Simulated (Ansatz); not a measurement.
# Geometry relaxation, with input and output: C2H10AlNO (part 2 of 2)

The same run, continued: C2H10AlNO; RKS PBE0-D4/6-31G* (Ansatz 0.2.0). It belongs to a series of runs on one base structure; here: end point A relaxed.

Geometry of the input (Å):
```
Al -0.2777  -0.4140  -0.3616
O  1.2561  0.2179  0.3643
C  1.8269  1.4694  0.1095
C  -0.7708  -2.2535  0.0305
N  -1.2058  0.6711  -1.4203
H  -0.2840  0.3504  2.0323
H  -0.9350  0.3316  2.2796
H  2.5379  1.7147  0.9102
H  2.3850  1.4834  -0.8400
H  1.0868  2.2873  0.0700
H  -0.5352  -2.5007  1.0716
H  -1.8376  -2.4455  -0.1298
H  -0.2118  -2.9544  -0.6008
H  -0.9420  1.6130  -1.6745
H  -2.0926  0.4290  -1.8409
```

## Trajectory as extended XYZ, continued
```
15
Properties=species:S:1:pos:R:3:forces:R:3 step=9 energy=-12362.28667
Al   -0.2746   -0.4084   -0.4933    0.0199  -0.0022   0.0081
O     1.1633    0.2172    0.1980    0.0196  -0.0134  -0.0031
C     1.7809    1.4654    0.1040    0.0839   0.1167  -0.0130
C    -0.7926   -2.2290   -0.0387   -0.0079  -0.0496  -0.0088
N    -1.2214    0.6329   -1.5816   -0.0115  -0.0038  -0.0007
H    -0.1516    0.3449    2.3480   -0.0335   0.0030   0.0379
H    -0.6618    0.3991    2.8911    0.0359  -0.0021  -0.0342
H     2.3091    1.6895    1.0462   -0.0870  -0.0177  -0.1567
H     2.5281    1.4835   -0.7109   -0.1344  -0.0044   0.1488
H     1.0628    2.2859   -0.0801    0.1104  -0.0891   0.0218
H    -0.6811   -2.4016    1.0388   -0.0082  -0.0012  -0.0331
H    -1.8317   -2.4511   -0.3107    0.0388   0.0069   0.0125
H    -0.1548   -2.9631   -0.5488   -0.0283   0.0351   0.0288
H    -0.9735    1.5708   -1.8621    0.0010   0.0181  -0.0116
H    -2.1010    0.3638   -1.9998    0.0013   0.0035   0.0034
15
Properties=species:S:1:pos:R:3:forces:R:3 step=10 energy=-12362.28814
Al   -0.2703   -0.4115   -0.4919    0.0022   0.0050   0.0209
O     1.1642    0.2147    0.2064    0.0129  -0.0075  -0.0055
C     1.7772    1.4647    0.1014    0.0439   0.0571  -0.0122
C    -0.7919   -2.2323   -0.0411   -0.0051  -0.0194  -0.0071
N    -1.2151    0.6349   -1.5779   -0.0041  -0.0002  -0.0021
H    -0.1484    0.3490    2.3604   -0.0028  -0.0012  -0.0044
H    -0.6721    0.4053    2.8882    0.0031   0.0013   0.0065
H     2.3107    1.6964    1.0344   -0.0331  -0.0131  -0.0431
H     2.5156    1.4807   -0.7159   -0.0424  -0.0076   0.0486
H     1.0601    2.2824   -0.0811    0.0224  -0.0357   0.0040
H    -0.6804   -2.4096    1.0348   -0.0015   0.0037  -0.0069
H    -1.8310   -2.4513   -0.3121    0.0112   0.0026  -0.0004
H    -0.1569   -2.9656   -0.5534   -0.0068   0.0081   0.0072
H    -0.9648    1.5725   -1.8581   -0.0006   0.0060  -0.0049
H    -2.0968    0.3696   -1.9940    0.0008   0.0008  -0.0005
15
Properties=species:S:1:pos:R:3:forces:R:3 step=11 energy=-12362.28900
Al   -0.2659   -0.4141   -0.4950    0.0022   0.0182   0.0021
O     1.1758    0.2035    0.1944    0.0125  -0.0035   0.0047
C     1.7774    1.4605    0.0998   -0.0177   0.0065  -0.0040
C    -0.7926   -2.2354   -0.0517   -0.0019   0.0034  -0.0027
N    -1.2183    0.6388   -1.5686   -0.0220  -0.0221  -0.0032
H    -0.1452    0.3595    2.3623   -0.0005  -0.0012   0.0034
H    -0.6458    0.4303    2.9106    0.0064   0.0000  -0.0052
H     2.2718    1.7062    1.0484    0.0030   0.0081   0.0088
H     2.5431    1.4754   -0.6887    0.0071  -0.0030  -0.0014
H     1.0584    2.2666   -0.1173    0.0053  -0.0066  -0.0020
H    -0.7013   -2.4094    1.0265   -0.0007  -0.0027   0.0004
H    -1.8261   -2.4547   -0.3413   -0.0033  -0.0050  -0.0031
H    -0.1475   -2.9688   -0.5500    0.0012  -0.0002   0.0018
H    -0.9812    1.5776   -1.8559    0.0159   0.0001   0.0079
H    -2.1024    0.3639   -1.9734   -0.0075   0.0080  -0.0075
15
Properties=species:S:1:pos:R:3:forces:R:3 step=12 energy=-12362.28983
Al   -0.2720   -0.4135   -0.4958   -0.0068   0.0128  -0.0087
O     1.1711    0.1987    0.1950    0.0250   0.0102   0.0044
C     1.7689    1.4585    0.1051   -0.0038   0.0408  -0.0005
C    -0.8004   -2.2370   -0.0627   -0.0075  -0.0058   0.0120
N    -1.2274    0.6411   -1.5654   -0.0331  -0.0293  -0.0054
H    -0.0970    0.3585    2.3609   -0.0170   0.0042   0.0218
H    -0.5772    0.4502    2.9251    0.0202  -0.0046  -0.0199
H     2.1972    1.7369    1.0796   -0.0303  -0.0076  -0.0719
H     2.5867    1.4533   -0.6321   -0.0447   0.0130   0.0507
H     1.0583    2.2519   -0.1856    0.0704  -0.0489   0.0201
H    -0.7453   -2.4060    1.0194   -0.0036  -0.0022  -0.0220
H    -1.8216   -2.4672   -0.3876    0.0182   0.0006   0.0042
H    -0.1307   -2.9662   -0.5347   -0.0082   0.0065   0.0074
H    -0.9972    1.5801   -1.8581    0.0196  -0.0050   0.0153
H    -2.1134    0.3605   -1.9629    0.0017   0.0153  -0.0074
15
Properties=species:S:1:pos:R:3:forces:R:3 step=13 energy=-12362.29052
Al   -0.2754   -0.4136   -0.4954   -0.0042   0.0050  -0.0112
O     1.1687    0.1979    0.1949    0.0186   0.0180  -0.0017
C     1.7650    1.4582    0.1025    0.0111   0.0491   0.0142
C    -0.8033   -2.2382   -0.0662   -0.0084  -0.0085   0.0126
N    -1.2297    0.6419   -1.5652   -0.0290  -0.0240  -0.0043
H    -0.0847    0.3594    2.3698   -0.0145   0.0028   0.0208
H    -0.5533    0.4501    2.9438    0.0184  -0.0037  -0.0203
H     2.1688    1.7521    1.0830   -0.0296  -0.0146  -0.0706
H     2.6010    1.4459   -0.6139   -0.0473   0.0046   0.0448
H     1.0612    2.2466   -0.2161    0.0565  -0.0485   0.0164
H    -0.7619   -2.4071    1.0166   -0.0028   0.0003  -0.0210
H    -1.8192   -2.4724   -0.4043    0.0164   0.0025   0.0047
H    -0.1251   -2.9657   -0.5288   -0.0060   0.0078   0.0064
H    -0.9974    1.5816   -1.8538    0.0148  -0.0059   0.0123
H    -2.1144    0.3632   -1.9669    0.0059   0.0150  -0.0029
15
Properties=species:S:1:pos:R:3:forces:R:3 step=14 energy=-12362.29164
Al   -0.2823   -0.4170   -0.5008   -0.0089   0.0016   0.0200
O     1.1578    0.1989    0.1965   -0.0088  -0.0004  -0.0152
C     1.7512    1.4597    0.1002    0.0509   0.0651   0.0060
C    -0.8108   -2.2413   -0.0711   -0.0025  -0.0228  -0.0016
N    -1.2335    0.6425   -1.5690   -0.0053   0.0009  -0.0069
H    -0.0422    0.3542    2.3881   -0.0141   0.0012   0.0141
H    -0.4949    0.4471    2.9742    0.0161  -0.0023  -0.0149
H     2.1043    1.7842    1.0911   -0.0334  -0.0229  -0.0797
H     2.6227    1.4312   -0.5727   -0.0578   0.0069   0.0521
H     1.0632    2.2360   -0.2769    0.0455  -0.0489   0.0245
H    -0.8022   -2.4038    1.0135    0.0007   0.0076  -0.0232
H    -1.8142   -2.4852   -0.4393    0.0237   0.0045   0.0070
H    -0.1129   -2.9667   -0.5076   -0.0163   0.0108   0.0120
H    -0.9889    1.5833   -1.8445   -0.0034  -0.0078   0.0006
H    -2.1170    0.3767   -1.9818    0.0137   0.0066   0.0051
15
Properties=species:S:1:pos:R:3:forces:R:3 step=15 energy=-12362.29198
Al   -0.2930   -0.4138   -0.4939    0.0243  -0.0168  -0.0292
O     1.1522    0.1999    0.1955   -0.0158  -0.0039  -0.0138
C     1.7435    1.4616    0.0978    0.0367   0.0788   0.0240
C    -0.8163   -2.2415   -0.0723   -0.0142  -0.0186   0.0146
N    -1.2352    0.6444   -1.5712    0.0005   0.0123   0.0054
H    -0.0209    0.3396    2.3884   -0.0255   0.0089   0.0422
H    -0.4474    0.4398    2.9937    0.0287  -0.0078  -0.0411
H     2.0561    1.8070    1.0957   -0.0261  -0.0238  -0.0917
H     2.6406    1.4243   -0.5404   -0.0748   0.0050   0.0549
H     1.0662    2.2274   -0.3197    0.0626  -0.0558   0.0268
H    -0.8308   -2.3989    1.0131   -0.0046  -0.0046  -0.0246
H    -1.8097   -2.4933   -0.4621    0.0261   0.0050   0.0144
H    -0.1041   -2.9644   -0.4898   -0.0156   0.0276   0.0117
H    -0.9827    1.5832   -1.8465   -0.0083  -0.0063   0.0009
H    -2.1182    0.3845   -1.9884    0.0059  -0.0001   0.0052
15
Properties=species:S:1:pos:R:3:forces:R:3 step=16 energy=-12362.29272
Al   -0.2903   -0.4187   -0.5048   -0.0067   0.0117   0.0152
O     1.1491    0.1975    0.1936    0.0033  -0.0034  -0.0215
C     1.7406    1.4596    0.0995    0.0190   0.0556   0.0141
C    -0.8174   -2.2440   -0.0777   -0.0039  -0.0119   0.0015
N    -1.2401    0.6466   -1.5686    0.0093   0.0009   0.0006
H    -0.0047    0.3476    2.3890   -0.0357   0.0074   0.0545
H    -0.4243    0.4470    2.9999    0.0384  -0.0079  -0.0543
H     2.0196    1.8187    1.1017   -0.0187  -0.0193  -0.0697
H     2.6575    1.4157   -0.5084   -0.0595   0.0052   0.0414
H     1.0760    2.2175   -0.3503    0.0535  -0.0428   0.0251
H    -0.8420   -2.3959    1.0081    0.0006   0.0035  -0.0180
H    -1.8068   -2.4987   -0.4747    0.0159   0.0021   0.0055
H    -0.1004   -2.9675   -0.4846   -0.0100   0.0069   0.0071
H    -0.9932    1.5884   -1.8383   -0.0019  -0.0037   0.0009
H    -2.1233    0.3860   -1.9843   -0.0036  -0.0042  -0.0023
15
Properties=species:S:1:pos:R:3:forces:R:3 step=17 energy=-12362.29333
Al   -0.2933   -0.4182   -0.5087   -0.0093   0.0165   0.0131
O     1.1467    0.1965    0.1888    0.0111   0.0086  -0.0165
C     1.7376    1.4597    0.1028    0.0163   0.0358   0.0017
C    -0.8207   -2.2429   -0.0798    0.0004  -0.0024   0.0018
N    -1.2445    0.6466   -1.5719    0.0056  -0.0065   0.0035
H     0.0170    0.3438    2.3908   -0.0159   0.0025   0.0202
H    -0.3989    0.4488    3.0018    0.0172  -0.0029  -0.0202
H     1.9878    1.8268    1.1091   -0.0154  -0.0146  -0.0507
H     2.6709    1.4127   -0.4784   -0.0481   0.0022   0.0331
H     1.0858    2.2126   -0.3719    0.0392  -0.0354   0.0238
H    -0.8536   -2.3905    1.0061    0.0003   0.0030  -0.0073
H    -1.8059   -2.5017   -0.4833    0.0028   0.0004  -0.0006
H    -0.0990   -2.9660   -0.4776   -0.0005  -0.0028   0.0010
H    -1.0030    1.5900   -1.8405    0.0038  -0.0010   0.0014
H    -2.1266    0.3819   -1.9872   -0.0076  -0.0034  -0.0044
15
Properties=species:S:1:pos:R:3:forces:R:3 step=18 energy=-12362.29407
Al   -0.2993   -0.4157   -0.5137   -0.0052   0.0097   0.0009
O     1.1457    0.1943    0.1763    0.0135   0.0191  -0.0058
C     1.7342    1.4598    0.1079    0.0255   0.0232   0.0015
C    -0.8261   -2.2401   -0.0834    0.0020  -0.0078   0.0023
N    -1.2550    0.6465   -1.5752   -0.0051  -0.0124   0.0005
H     0.0438    0.3373    2.3871   -0.0022  -0.0002   0.0063
H    -0.3465    0.4503    3.0128    0.0045   0.0001  -0.0068
H     1.9290    1.8402    1.1219   -0.0125  -0.0160  -0.0600
H     2.6972    1.4091   -0.4226   -0.0593   0.0049   0.0373
H     1.1058    2.2034   -0.4107    0.0357  -0.0291   0.0248
H    -0.8765   -2.3808    1.0028   -0.0006  -0.0001  -0.0075
H    -1.8032   -2.5063   -0.5015    0.0053   0.0012   0.0008
H    -0.0940   -2.9624   -0.4639   -0.0058   0.0035   0.0034
H    -1.0188    1.5896   -1.8490    0.0064   0.0010   0.0038
H    -2.1360    0.3748   -1.9888   -0.0021   0.0028  -0.0015
15
Properties=species:S:1:pos:R:3:forces:R:3 step=19 energy=-12362.29455
Al   -0.3058   -0.4136   -0.5163   -0.0015  -0.0005  -0.0001
O     1.1396    0.1957    0.1728    0.0151   0.0150  -0.0079
C     1.7291    1.4608    0.1123    0.0260   0.0315   0.0033
C    -0.8310   -2.2385   -0.0861    0.0008  -0.0112   0.0011
N    -1.2626    0.6454   -1.5796   -0.0131  -0.0090   0.0000
H     0.0785    0.3261    2.3861   -0.0049   0.0026   0.0051
H    -0.3027    0.4523    3.0150    0.0049  -0.0014  -0.0039
H     1.8743    1.8589    1.1282   -0.0097  -0.0156  -0.0655
H     2.7169    1.4018   -0.3696   -0.0676   0.0061   0.0347
H     1.1264    2.1946   -0.4493    0.0407  -0.0341   0.0315
H    -0.8980   -2.3749    0.9998   -0.0016  -0.0005  -0.0083
H    -1.8004   -2.5108   -0.5185    0.0076   0.0021   0.0039
H    -0.0899   -2.9595   -0.4518   -0.0073   0.0077   0.0039
H    -1.0296    1.5895   -1.8526    0.0042   0.0010   0.0030
H    -2.1447    0.3720   -1.9902    0.0063   0.0062  -0.0007
15
Properties=species:S:1:pos:R:3:forces:R:3 step=20 energy=-12362.29499
Al   -0.3085   -0.4137   -0.5173    0.0027  -0.0027   0.0033
O     1.1381    0.1954    0.1697    0.0065   0.0026  -0.0072
C     1.7276    1.4604    0.1109    0.0086   0.0164   0.0080
C    -0.8323   -2.2396   -0.0888    0.0010  -0.0039  -0.0020
N    -1.2674    0.6469   -1.5768   -0.0089  -0.0052  -0.0028
H     0.0860    0.3272    2.3890   -0.0090   0.0035   0.0171
H    -0.2828    0.4531    3.0256    0.0101  -0.0027  -0.0175
H     1.8447    1.8705    1.1247   -0.0032  -0.0054  -0.0356
H     2.7270    1.3968   -0.3428   -0.0354   0.0019   0.0170
H     1.1404    2.1863   -0.4751    0.0228  -0.0139   0.0151
H    -0.9064   -2.3753    0.9966   -0.0016  -0.0008  -0.0017
H    -1.7980   -2.5140   -0.5274    0.0014   0.0007   0.0020
H    -0.0875   -2.9592   -0.4489   -0.0010   0.0030   0.0016
H    -1.0342    1.5921   -1.8462    0.0014   0.0007   0.0016
H    -2.1466    0.3730   -1.9931    0.0046   0.0059   0.0012
15
Properties=species:S:1:pos:R:3:forces:R:3 step=21 energy=-12362.29534
Al   -0.3123   -0.4154   -0.5189   -0.0009   0.0001   0.0078
O     1.1343    0.1942    0.1679    0.0034   0.0009  -0.0036
C     1.7235    1.4592    0.1122    0.0103   0.0146  -0.0048
C    -0.8343   -2.2424   -0.0929   -0.0007  -0.0068  -0.0010
N    -1.2725    0.6480   -1.5744   -0.0029   0.0011  -0.0005
H     0.1068    0.3296    2.3885   -0.0021  -0.0004   0.0011
H    -0.2567    0.4610    3.0266    0.0016   0.0007  -0.0009
H     1.8037    1.8860    1.1225   -0.0035  -0.0067  -0.0245
H     2.7384    1.3890   -0.3037   -0.0241   0.0045   0.0130
H     1.1588    2.1753   -0.5068    0.0159  -0.0148   0.0154
H    -0.9205   -2.3767    0.9919    0.0007   0.0007  -0.0078
H    -1.7943   -2.5209   -0.5418    0.0075   0.0010   0.0029
H    -0.0826   -2.9598   -0.4433   -0.0063   0.0046   0.0035
H    -1.0398    1.5953   -1.8366   -0.0003  -0.0010   0.0005
H    -2.1523    0.3775   -1.9912    0.0012   0.0015  -0.0011
15
Properties=species:S:1:pos:R:3:forces:R:3 step=22 energy=-12362.29554
Al   -0.3195   -0.4147   -0.5144    0.0111  -0.0070  -0.0186
O     1.1328    0.1921    0.1628   -0.0006  -0.0008   0.0037
C     1.7211    1.4576    0.1108    0.0189   0.0183   0.0046
C    -0.8359   -2.2453   -0.0967    0.0012   0.0191  -0.0009
N    -1.2804    0.6512   -1.5668    0.0020   0.0078   0.0046
H     0.1225    0.3252    2.3866    0.0025   0.0018  -0.0036
H    -0.2295    0.4725    3.0275   -0.0028  -0.0002   0.0042
H     1.7557    1.9038    1.1158    0.0006  -0.0109  -0.0361
H     2.7538    1.3814   -0.2585   -0.0397   0.0066   0.0165
H     1.1834    2.1605   -0.5463    0.0176  -0.0157   0.0158
H    -0.9366   -2.3802    0.9860   -0.0029  -0.0061   0.0203
H    -1.7872   -2.5294   -0.5586   -0.0141  -0.0033  -0.0068
H    -0.0754   -2.9576   -0.4360    0.0122  -0.0057  -0.0055
H    -1.0463    1.5998   -1.8235   -0.0028  -0.0016   0.0008
H    -2.1583    0.3831   -1.9889   -0.0030  -0.0023   0.0011
15
Properties=species:S:1:pos:R:3:forces:R:3 step=23 energy=-12362.29569
Al   -0.3182   -0.4197   -0.5207   -0.0179   0.0142   0.0144
O     1.1325    0.1876    0.1594    0.0086  -0.0068  -0.0049
C     1.7204    1.4533    0.1093    0.0129   0.0274   0.0024
C    -0.8347   -2.2505   -0.1041    0.0000  -0.0061  -0.0001
N    -1.2897    0.6558   -1.5541    0.0139   0.0052  -0.0015
H     0.1344    0.3352    2.3847   -0.0019   0.0014   0.0022
H    -0.2130    0.4906    3.0264    0.0011  -0.0012  -0.0027
H     1.7075    1.9208    1.1058    0.0043  -0.0152  -0.0523
H     2.7696    1.3707   -0.2095   -0.0516   0.0116   0.0165
H     1.2129    2.1407   -0.5880    0.0309  -0.0242   0.0325
H    -0.9468   -2.3839    0.9787    0.0027   0.0038  -0.0135
H    -1.7808   -2.5384   -0.5759    0.0088   0.0016   0.0032
H    -0.0675   -2.9610   -0.4340   -0.0058  -0.0013   0.0025
H    -1.0584    1.6079   -1.8006   -0.0032  -0.0042   0.0010
H    -2.1679    0.3907   -1.9773   -0.0028  -0.0064   0.0003
15
Properties=species:S:1:pos:R:3:forces:R:3 step=24 energy=-12362.29589
Al   -0.3197   -0.4174   -0.5167   -0.0047   0.0048  -0.0038
O     1.1330    0.1882    0.1606    0.0046  -0.0064  -0.0024
C     1.7219    1.4535    0.1085   -0.0126   0.0001  -0.0013
C    -0.8341   -2.2494   -0.1032   -0.0002  -0.0080  -0.0002
N    -1.2882    0.6551   -1.5559    0.0054   0.0061   0.0056
H     0.1318    0.3352    2.3838   -0.0022   0.0009   0.0033
H    -0.2187    0.4854    3.0251    0.0013  -0.0005  -0.0033
H     1.7098    1.9221    1.1027    0.0014   0.0049  -0.0016
H     2.7694    1.3704   -0.2100    0.0009   0.0008  -0.0006
H     1.2156    2.1399   -0.5888    0.0078  -0.0024   0.0047
H    -0.9435   -2.3850    0.9795    0.0006  -0.0002  -0.0079
H    -1.7813   -2.5366   -0.5733    0.0078   0.0016   0.0040
H    -0.0678   -2.9595   -0.4365   -0.0082   0.0071   0.0036
H    -1.0598    1.6084   -1.8006   -0.0020  -0.0042  -0.0001
H    -2.1682    0.3897   -1.9753    0.0001  -0.0044   0.0000
```

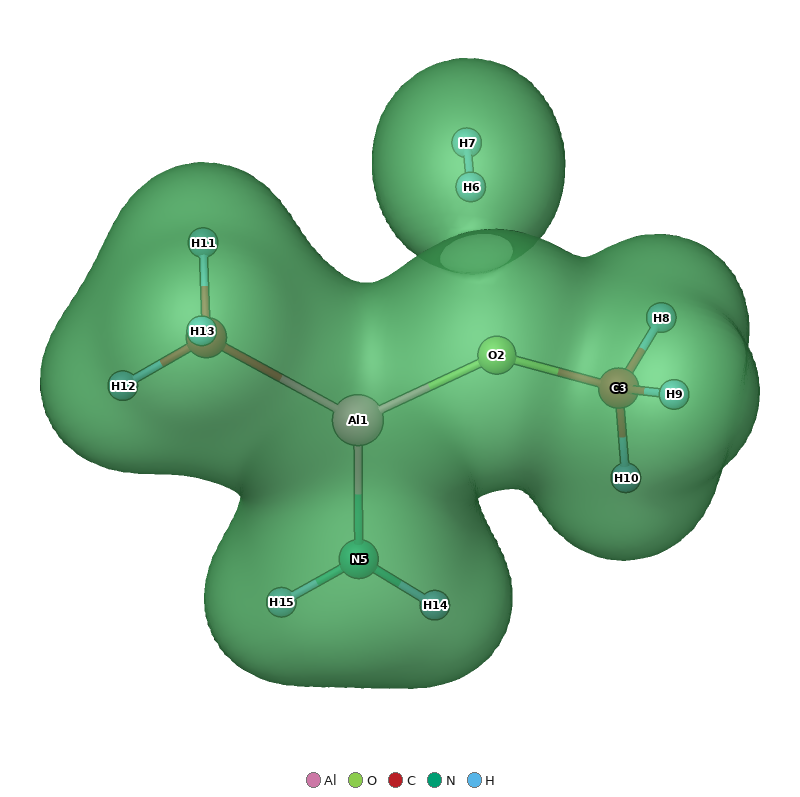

Figure 1. Isosurface of the total electron density at 0.06 e/Å³ (green), seen face on. At this value the surface is in one piece. It is pinched off along the Al···H (3.03 Å) contacts. On the grid the lowest density along these lines, outside the cores, is 0.05 e/Å³ (Al···H, 3.03 Å), 1.8 e/Å³ (C–O, 1.40 Å), 0.67 e/Å³ (Al–O, 1.71 Å) and 0.68 e/Å³ (Al–N, 1.78 Å).

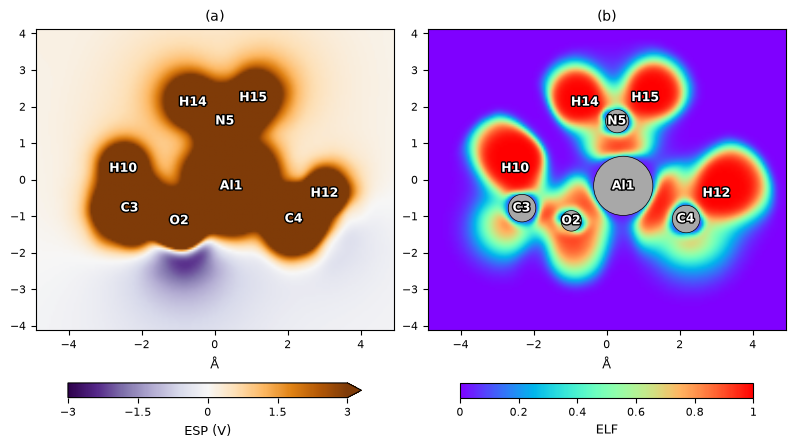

Figure 2. (a) electrostatic potential; (b) electron localisation function on the plane of atoms C4, Al1 and N5. Grey discs, where drawn, cover atomic cores. The plane passes through Al, O, C, N and H nuclei. Al–O (1.71 Å): the ELF peaks at about 0.85 in the valence shell of O, 0.6 Å from its nucleus, and is about 0.40 at the midpoint. Al–N (1.78 Å): the ELF peaks at about 0.90 in the valence shell of N, 0.7 Å from its nucleus, and is about 0.65 at the midpoint. C–Al (1.95 Å): the ELF peaks at about 0.95 between the atoms (a shared but strongly polarised pair).

## Key numbers

```json
{"quantity": "outcome", "value": "converged"}
{"quantity": "total energy", "value": "−12362.2959 eV"}
{"quantity": "mean-field energy", "value": "−12362.0810 eV"}
{"quantity": "largest force (length of the vector) at the end", "value": "0.013 eV/Å"}
{"quantity": "hardware", "value": "2 threads of Arm Neoverse V1, 24 GiB of memory available, shared host"}
{"quantity": "wall time", "value": "79 s (CPU time 2.6 min)"}
{"quantity": "peak memory", "value": "0.22 GiB"}
```
